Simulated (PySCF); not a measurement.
```xyz
13

C     2.1806    0.9118    0.0459
C     1.3031    0.0787    0.6064
C    -0.0550    0.1450    0.1272
C    -0.9752   -0.8563    0.2915
C    -2.3780   -0.5706   -0.0801
F    -3.3455   -1.1893    0.6325
F    -2.6295    0.7291    0.1480
H     3.1720    0.7512    0.4019
H     1.8811    1.6778   -0.5988
H     1.5641   -0.6922    1.2767
H    -0.4608    1.0932   -0.2660
H    -0.7338   -1.8021    0.7663
H    -2.6546   -0.7150   -1.2122
```

Geometry: GFN2-xTB, MD frame at 250 fs, 300 K.

The calculation used PBE0/pcSseg-1, SCF density, gas phase, non-relativistic in PySCF 2.14.0.

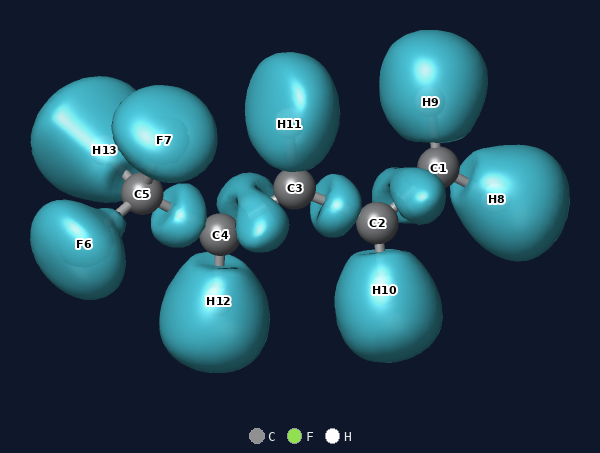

C5H6F2 (SMILES C=C/C=C/C(F)F). Isosurface of the ELF at 0.75 (cyan), seen at a tilt. Only the valence region is drawn (cores and ρ < 0.01 e/Å³ removed).

> What do the ELF domains correspond to?

At this value the surface marks out four regions between bonded C–C atoms (shared pairs), six regions around hydrogen nuclei and two regions on F in which the atom's valence shell and bonds are merged. Profiles from the grid: C–C (1.33 Å): the ELF peaks at about 0.95 between the atoms; a short, multiple covalent bond. C–F (1.34 Å): the ELF peaks at about 0.85 between the atoms; a polar covalent bond.
